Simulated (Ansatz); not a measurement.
**One shape, several levels: InF (SMILES [F][In])**

We compute a comparison of 4 runs (HF/STO-3G, B3LYP/STO-3G, UMP2/STO-3G, CCSD/STO-3G) of InF. 

The calculation is run with Ansatz 0.2.0.

45 further runs of the same task are left out: 5 that didn't finish, 40 set aside as unsound or not needed.

## Step 1: The system as given

InF has 2 atoms, charge 0, and is taken as a singlet. As SMILES, `[F][In]`. The In2–F1 distance was set to 4.051 Å, away from the relaxed value.

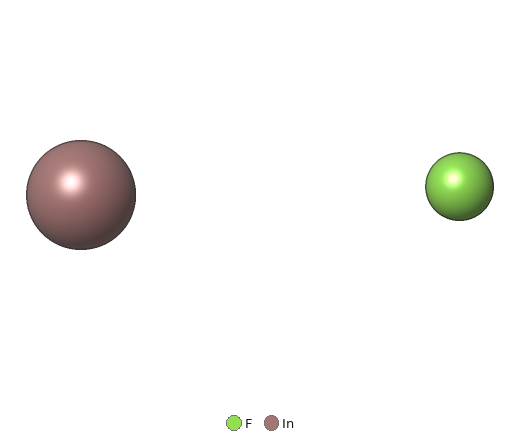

Viewed from a chosen angle; fluorine green, indium brown.

## Step 2: A single-point energy at HF/STO-3G (run 1)

The input, job.yaml:

```yaml
crystal:
  periodic: [false, false, false]
  atoms:
    - {symbol: F, position_ang: [0.000000, 0.000000, -2.025510]}
    - {symbol: In, position_ang: [0.000000, 0.000000, 2.025490]}
basis:
  gaussian: {orbitals: STO-3G}
hamiltonian: {xc: hf}
accuracy: high
```

Launch:

```
$ ansatz run job.yaml --threads 1 --pin off --max-ram 2610MiB --events-out events.jsonl --progress --plain --runs-dir runs
```

Output:

```text
Warning: RAYON_NUM_THREADS=1 ignored (pool sized by the plan → 1); use --threads N
Functional definition: HF
  name "HF"
  exchange = exact_x
  correlation = 0
538 factors; integrals over basis functions are off by at most 6.8e-9 eV
mean field evaluation 1: about -157294.6560 eV, gradient 3.4e0 eV
mean field evaluation 2: about -157294.6695 eV, gradient 3.4e0 eV
mean field evaluation 4: about -157295.1454 eV, gradient 4.9e0 eV
mean field evaluation 8: about -157295.1456 eV, gradient 4.9e0 eV
mean field evaluation 16: about -157297.1805 eV, gradient 2.1e-8 eV
mean field evaluation 32: about -157288.6475 eV, gradient 2.7e1 eV
mean field -157297.18052029 eV, -5780.5647642623 hartree, gradient 1.9e-8 eV, S^2 0.000000; 1 other end points of the search recorded, 0 dependent functions left out
reference -157297.18052029 eV, -5780.5647642623 hartree; 29, 29 occupied and 3, 3 virtual orbitals, 538 factors
Total energy: -157297.18052029 eV, -5780.5647642623 hartree
```

Wall time 0.4 s (1 thread of Arm Neoverse V2, shared host).

## Step 3: A single-point energy at B3LYP/STO-3G (run 2)

The input, in.yaml:

```yaml
crystal:
  periodic: [false, false, false]
  atoms:
    - symbol: F
      position_ang: [0.000000, 0.000000, -2.025510]
    - symbol: In
      position_ang: [0.000000, 0.000000, 2.025490]
basis:
  gaussian:
    orbitals: STO-3G
hamiltonian:
  xc: {name: B3LYP}
accuracy: high
```

Launch:

```
$ ansatz run in.yaml --threads 1 --pin off --max-ram 2610MiB --events-out events.jsonl --progress --plain --runs-dir runs
```

Output (excerpt; [...] marks lines left out):

```text
Warning: RAYON_NUM_THREADS=1 ignored (pool sized by the plan → 1); use --threads N
Functional definition: B3LYP
  name "B3LYP"
[...]
538 factors; integrals over basis functions are off by at most 6.8e-9 eV
[...]
mean field -157361.68882607 eV, -5782.9354007744 hartree, gradient 4.9e-8 eV, S^2 0.000000; 9 other end points of the search recorded, 0 dependent functions left out
reference -157361.68885038 eV, -5782.9354016677 hartree; 29, 29 occupied and 3, 3 virtual orbitals, 538 factors
Total energy: -157361.68885038 eV, -5782.9354016677 hartree
```

Wall time 3.3 s (1 thread of Arm Neoverse V2, shared host); peak memory 0.1 GiB.

## Step 4: The energy at UMP2/STO-3G (run 3)

job.yaml: that of step 2 with these lines changed.

```diff
@@ -6,4 +6,10 @@
 basis:
-  gaussian: {orbitals: STO-3G}
-hamiltonian: {xc: hf}
+  gaussian:
+    orbitals: STO-3G
+correlation:
+  method: mp2
+  frozen_orbitals: {F: 1, In: 18}
+magnetization:
+  spin_polarized: true
+  initial_magnetization: 0
 accuracy: high
```

Launch:

```
$ ansatz run job.yaml --threads 1 --pin off --max-ram 2610MiB --events-out events.jsonl --progress --plain --runs-dir runs
```

Output (excerpt; [...] marks lines left out):

```text
Warning: RAYON_NUM_THREADS=1 ignored (pool sized by the plan → 1); use --threads N
[... 2 set-up lines as earlier in the session ...]
[...]
538 factors; integrals over basis functions are off by at most 6.8e-9 eV
[...]
mean field -157302.61197878 eV, -5780.7643666803 hartree, gradient 2.0e-8 eV, S^2 0.999024; 16 other end points of the search recorded, 0 dependent functions left out
19 core orbitals not correlated: weight in the atoms' cores, before any rotation towards them, 1.000 or more for the frozen orbitals, at most 0.000 for the correlated occupied ones
reference -157302.61197878 eV, -5780.7643666803 hartree; 10, 10 occupied and 3, 3 virtual orbitals, 538 factors
second order -0.39970389 eV of doubles, -0.00000000 eV of singles
Total energy: -157303.01168267 eV, -5780.7790555274 hartree
```

Wall time 2.9 s (1 thread of Arm Neoverse V2, shared host); peak memory 0.13 GiB.

## Step 5: A single-point energy at CCSD/STO-3G (run 4)

The input, input.yaml:

```yaml
crystal:
  periodic: [false, false, false]
  atoms:
    - {symbol: F, position_ang: [0.000000, 0.000000, -2.025510]}
    - {symbol: In, position_ang: [0.000000, 0.000000, 2.025490]}
basis:
  gaussian: {orbitals: STO-3G}
accuracy: high
correlation: {method: ccsd, frozen_orbitals: {F: 1, In: 18}}
scf: {omitted_lower_state_checks: [cluster_reference, increment]}
```

Launch:

```
$ ansatz run input.yaml --threads 1 --pin off --max-ram 2610MiB --events-out events.jsonl --progress --plain --runs-dir runs
```

Output:

```text
Warning: RAYON_NUM_THREADS=1 ignored (pool sized by the plan → 1); use --threads N
[... 13 lines left out ...]
19 core orbitals not correlated: weight in the atoms' cores, before any rotation towards them, 1.000 or more for the frozen orbitals, at most 0.000 for the correlated occupied ones
[... 35 lines left out ...]
WARN: these amplitudes may be one of several solutions (largest doubles amplitude 1.15, level shift 13.17 eV)
Total energy: -157303.33527934 eV, -5780.7909474855 hartree
Checks for a lower state left out: cluster_reference, increment
```

Run time: 0.64 s. Hardware: 1 thread of Arm Neoverse V2, shared host.

## Step 6: All runs side by side

```
run         level  frozen core orbitals   energy (Eh)  wall time
  1     HF/STO-3G                     –  -5780.564764      0.4 s
  2  B3LYP/STO-3G                     –  -5782.935402      3.3 s
  3   UMP2/STO-3G                    19  -5780.779056      2.9 s
  4   CCSD/STO-3G                    19  -5780.790947     0.64 s
```

## Step 7: Outcome

| quantity | value |
| --- | --- |
| run 4: total energy | -5780.79095 Eh |
| run 4: correlation energy (19 core orbitals frozen) | -226.2 mEh |
| run 4: T1 diagnostic | 0.105 |

**Reading.** Below the HF energy at the same shape and in the same basis (STO-3G): UMP2 -214.3 mEh; CCSD -226.2 mEh. Some of these start from another determinant than that one, so these aren't their correlation energies. In run 4 the T1 diagnostic is large, so a single reference may not serve. In run 4 the log says that unrestricted orbitals would lower the reference, so the values rest on an unstable closed-shell determinant (other closed-shell runs at this shape may share the fault). In runs 1, 2, 3, 4 the basis is minimal, so the values are rough. In runs 1, 2, 3, 4 relativity is left out where basis or elements ask for it. Spin contamination of the reference: run 3 ⟨S²⟩ = 1.00. Where it is this large, the reference is a mixture of spin states, and values that rest on it are in doubt. All runs together took 7.3 s, the longest 3.3 s.
